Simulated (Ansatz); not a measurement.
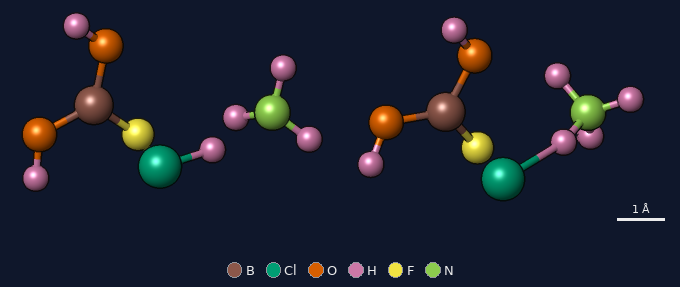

Two geometries of BNH$_{6}$O$_{2}$ClF, drawn at one scale. One is the start of a relaxation, the other its converged end. Style: ball-and-stick. Shown at a tilt.

All numbers below come from RKS B3LYP/6-31G in Ansatz. (no spin polarisation; force threshold 0.03 eV/Å; at most 50 steps)

Q: Which geometry has the lower energy?

A: The right one is the relaxed one. The run prepares an end point of a later path (reaction) calculation, from a guessed geometry. Over 22 accepted moves (25 points after the start) the energy falls by 0.927 eV. The largest force component goes from 0.44 to 0.023 eV/Å. The line search rejected the trial steps at points 11, 14, 19 of the run. The largest move after the best rigid fit is that of an H atom, 1.44 Å. By element the largest moves are H 1.44 Å, O 0.66 Å, N 0.57 Å, Cl 0.43 Å, F 0.31 Å, B 0.30 Å. Among the contacts that change: H–N 2.301 → 1.114 Å, Cl–H 1.338 → 1.854 Å, B–Cl 3.164 → 2.879 Å, B–O 1.364 → 1.396 Å. New bonds form: H–N (2.30 → 1.11 Å). Bond angles that change, for instance: H–N–H 113.5° → 109.1°, O–B–F 120.1° → 123.7°, O–B–F 116.7° → 113.4°.
